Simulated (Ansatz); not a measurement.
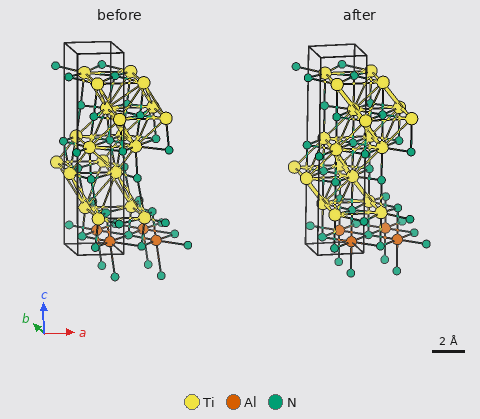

The structure of solid Ti$_{5}$AlN$_{6}$ (a generated structure, set up in P1) (coarse preliminary run) before (left) and after (right) a relaxation, at one scale.

Style: ball-and-stick. Shown: the cell of the calculation, repeated 2 × 2 × 1 with one cell outlined, slightly off an axis.

The calculation used Ansatz, DFT PBE, scalar-relativistic, plane waves, PAW. (plane-wave cutoff 420 eV; k-point mesh 8 × 8 × 2; occupations gaussian; smearing width 0.2 eV; no spin polarisation; cell and atoms relaxed; force threshold 0.025 eV/Å; at most 60 steps)

Q: Summarise the run.

A: Over 5 accepted moves (6 points after the start) the energy falls by 7.388 eV per cell of the calculation. Largest force component: 10 eV/Å at the start, 0.012 eV/Å at the end. The pressure goes from 29.57 to 0.01 GPa. The SCF was repeated once at an unchanged geometry on a basis and grid sized afresh for the cell, which shifted the energy by 3.3 meV per cell of the calculation at most. A Ti atom moves most relative to the cell: 0.42 Å roughly along [−3 1 −1]. By element the largest moves are Ti 0.42 Å, N 0.40 Å, Al 0.18 Å. The volume changes by −1.9 %, with a 2.983 → 2.978 Å (−0.2 %), b unchanged at 2.978 Å, c 13.004 → 12.760 Å (−1.9 %), β 92.0° → 90.0°, γ 92.5° → 90.0°. Some distances before and after: N–Ti 2.784 → 2.111 Å, N–Ti 1.529 → 2.111 Å, N–Ti 2.746 → 2.189 Å, N–Ti 2.590 → 2.096 Å. New bonds form, among them: N–Ti (2.58 → 2.11 Å), N–Ti (2.75 → 2.19 Å), N–Ti (2.78 → 2.11 Å). Bond angles that change, for instance: Ti–N–Ti 145.7° → 172.7°, Ti–N–Ti 114.3° → 90.0°, Ti–N–Al 158.0° → 180.0°. The space group (tolerance 0.01 Å) goes from P1 (No. 1) to P4/mmm (No. 123). The run took 94 s on 4 threads of Intel(R) Xeon(R) Platinum 8259CL CPU @ 2.50GHz (Skylake/Cascade Lake), with other jobs on the host, peak memory 0.75 GiB.
